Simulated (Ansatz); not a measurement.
**AlAsH (doublet): the correlation ladder, cc-pVDZ**

Aim: climb from Hartree-Fock through coupled cluster for AlAsH (doublet) at one geometry and basis, and see what each rung misses.

The runs use Ansatz 0.2.0, Gaussian basis; cc-pVDZ, core rule «outside noble gas», up to 19 orbitals frozen.

Plan: UHF; CCSD(T) on ROHF; CCSD(T) on UHF; BCCD(T) on ROHF; CISD; CCSDT(Q) on ROHF; CCSDT(Q) on UHF.

32 further runs of the same task are left out: 15 for a known fault of the program, 6 that didn't finish, 11 set aside as unsound or not needed.

**1. The geometry**

The geometry is a PBE0/def2-TZVP stationary point (not a proven minimum) of the parent state, kept for this charge and spin. No spin-orbit coupling is included. The filled d shell of As may be among the frozen orbitals whatever the setting's name suggests; the logs give the count.

3 atoms, charge 0, spin multiplicity 2.

Atoms are counted from 1 here; the program's logs count them from 0.

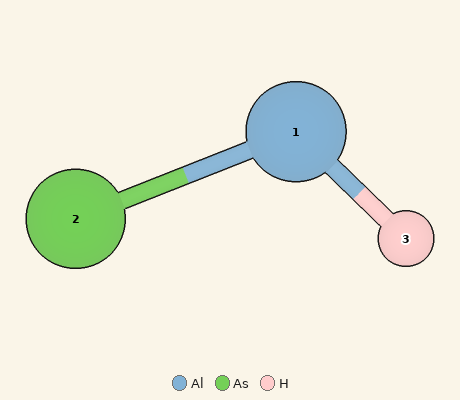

The geometry (aluminium light blue, arsenic green, hydrogen pink); atoms are numbered from 1 in the order of the file.

**2. UHF**

Input file in.yaml:

```yaml
crystal:
  periodic: [false, false, false]
  atoms:
    - {symbol: Al, position_ang: [0.000000, -0.117481, 1.805728]}
    - {symbol: As, position_ang: [0.000000, 0.024611, -0.684636]}
    - {symbol: H, position_ang: [0.000000, 1.315495, 2.552431]}
basis:
  gaussian: {orbitals: cc-pVDZ}
magnetization: {spin_polarized: true, initial_magnetization: 1}
hamiltonian: {xc: hf}
output: {orbitals: {seedname: orbitals}}
```

Command:

```console
ansatz run in.yaml --threads 1 --pin off --events-out ev --progress --plain --max-ram 2393MiB
```

The runs that follow: CCSD(T) on ROHF; CCSD(T) on UHF; BCCD(T) on ROHF; CISD; CCSDT(Q) on ROHF; CCSDT(Q) on UHF.

Before running them: what should the planned runs give, taken together? Wanted: RCCSDT(Q) below the RHF energy; RMP2 from RCCSDT(Q); UMP2 from RCCSDT(Q); RCCSD from RCCSDT(Q); RCCSD(T) from RCCSDT(Q); UCCSD(T) from RCCSDT(Q); UCCSDT(Q) from RCCSDT(Q); T1 diagnostic.

**Answer**, as computed:

```
                         quantity                      value
   RCCSDT(Q) below the RHF energy                 -5.3703 eV
              RMP2 from RCCSDT(Q)                +1366.5 meV
              UMP2 from RCCSDT(Q)                +1085.6 meV
             RCCSD from RCCSDT(Q)                 +326.5 meV
          RCCSD(T) from RCCSDT(Q)                  +74.6 meV
          UCCSD(T) from RCCSDT(Q)                  +96.6 meV
         UCCSDT(Q) from RCCSDT(Q)                   +3.6 meV
levels within 1 kcal/mol (43 meV)  RCCSDT, UCCSDT, UCCSDT(Q)
                    T1 diagnostic                      0.121
```

**Reading.** RCCSD(T) misses by +74.6 meV, 1.4 % of the correlation energy. CCSD(T) misses by +74.6 meV on the restricted determinant and by +96.6 meV on the unrestricted one; the two need not hold the same state or core. These misses are within one basis, not against nature; the frozen cores of restricted and unrestricted runs differ, which can shift their rows.
